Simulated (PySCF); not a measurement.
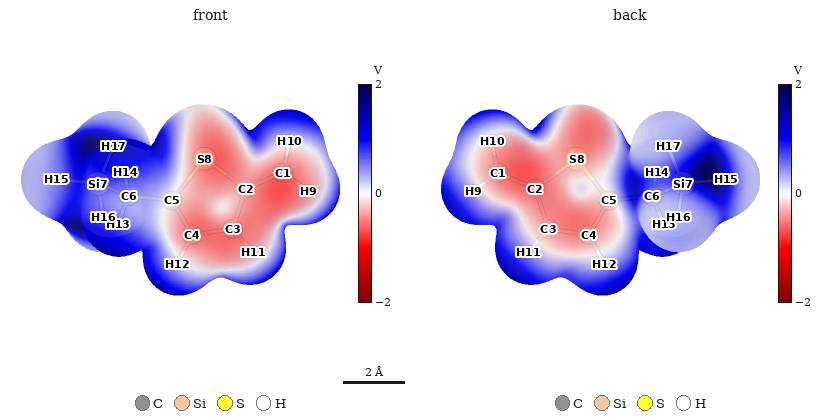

Figure 1: C6H9SSi (doublet). The electrostatic potential painted on the density surface at 0.004 e/bohr³, seen from the front and from behind; red is negative and blue positive.

Geometry: GFN2-xTB.

These are results of PySCF, UKS B3LYP, pcH-1 on C H S Si, non-relativistic, mean-field spin-orbit, GIAO, not measurements.

```yaml
atoms:
  - { symbol: C, position_ang: [3.3488, 0.4371, 0.5963] }
  - { symbol: C, position_ang: [2.1021, 0.0689, 0.2148] }
  - { symbol: C, position_ang: [1.6327, -0.2847, -1.0703] }
  - { symbol: C, position_ang: [0.2912, -0.6192, -1.0994] }
  - { symbol: C, position_ang: [-0.3395, -0.5556, 0.1274] }
  - { symbol: C, position_ang: [-1.7633, -0.7853, 0.4238] }
  - { symbol: Si, position_ang: [-2.7617, 0.8423, 0.2061] }
  - { symbol: S, position_ang: [0.7617, -0.0436, 1.3688] }
  - { symbol: H, position_ang: [4.1445, 0.4927, -0.1241] }
  - { symbol: H, position_ang: [3.5778, 0.6800, 1.6168] }
  - { symbol: H, position_ang: [2.2823, -0.2884, -1.9263] }
  - { symbol: H, position_ang: [-0.2321, -0.9169, -1.9926] }
  - { symbol: H, position_ang: [-2.1624, -1.5446, -0.2500] }
  - { symbol: H, position_ang: [-1.8841, -1.1436, 1.4461] }
  - { symbol: H, position_ang: [-4.1600, 0.5483, 0.5211] }
  - { symbol: H, position_ang: [-2.6218, 1.2743, -1.1847] }
  - { symbol: H, position_ang: [-2.2231, 1.8502, 1.1163] }
```

Describe the electrostatic potential map.

Answer. The most negative region (about −0.7 V) lies over the π face of C1 and C2, the most positive (about +1.9 V) over Si7.
